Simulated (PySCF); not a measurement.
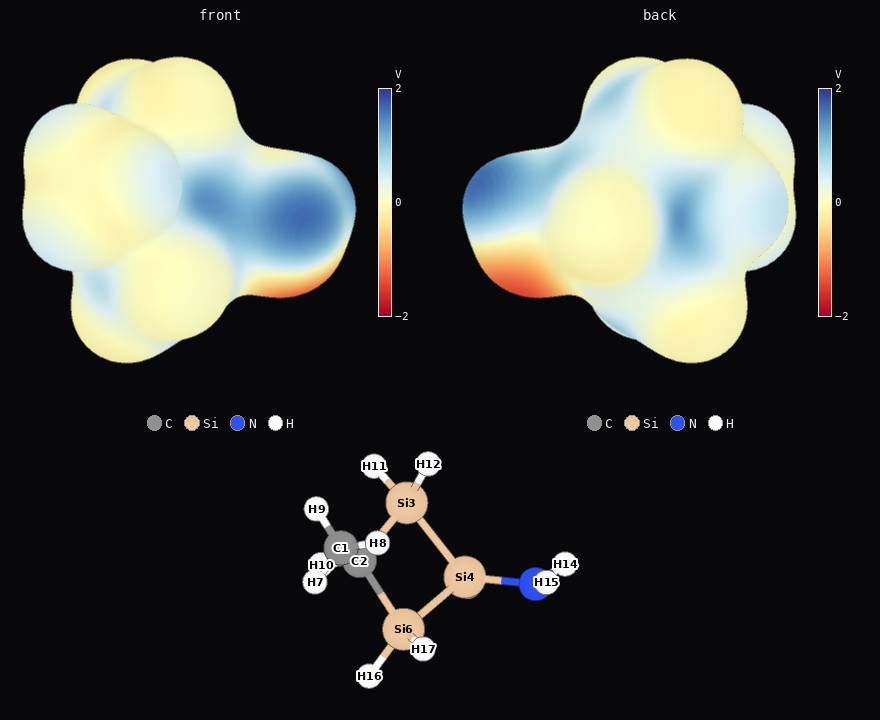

Figure. C$_{2}$H$_{11}$NSi$_{3}$. The electrostatic potential painted on the density surface at 0.002 e/bohr³, seen from the front and from behind; the colour scale runs from red (negative) to blue (positive). The bare structure is drawn below in the same view.

Geometry: GFN2-xTB.

Method: PySCF, PBE0/pcSseg-1, SCF density, gas phase, non-relativistic.

| atom | x (Å) | y (Å) | z (Å) |
| --- | --- | --- | --- |
| C | -2.2025 | -0.4027 | 0.8224 |
| C | -1.1749 | 0.4831 | 0.1268 |
| Si | 0.3744 | 0.9435 | 1.2064 |
| Si | 1.6805 | 0.4240 | -0.6772 |
| N | 2.8938 | -0.8137 | -0.6964 |
| Si | -0.3947 | -0.2777 | -1.4824 |
| H | -3.0387 | -0.6296 | 0.1612 |
| H | -1.7529 | -1.3458 | 1.1285 |
| H | -2.6020 | 0.0819 | 1.7130 |
| H | -1.6913 | 1.4103 | -0.1473 |
| H | 0.2601 | 2.2982 | 1.7685 |
| H | 0.4400 | 0.0691 | 2.3907 |
| H | 2.4146 | 1.5345 | -1.3064 |
| H | 3.8290 | -0.5898 | -0.3962 |
| H | 2.6527 | -1.7378 | -0.3771 |
| H | -0.9994 | 0.2812 | -2.7000 |
| H | -0.6957 | -1.7168 | -1.5444 |

Which sites attract a positive test charge, and which a negative one?

A positive charge is drawn to the negative regions and a negative charge to the positive ones. The most negative region (about −1.3 V, or −30 kcal/mol for a unit charge) lies over N5, the most positive (about +1.6 V, or +37 kcal/mol for a unit charge) over H14 and H15. N5 is the likeliest acceptor of a hydrogen bond.

How polar is the molecule by this calculation?

Its dipole moment is 1.13 D.
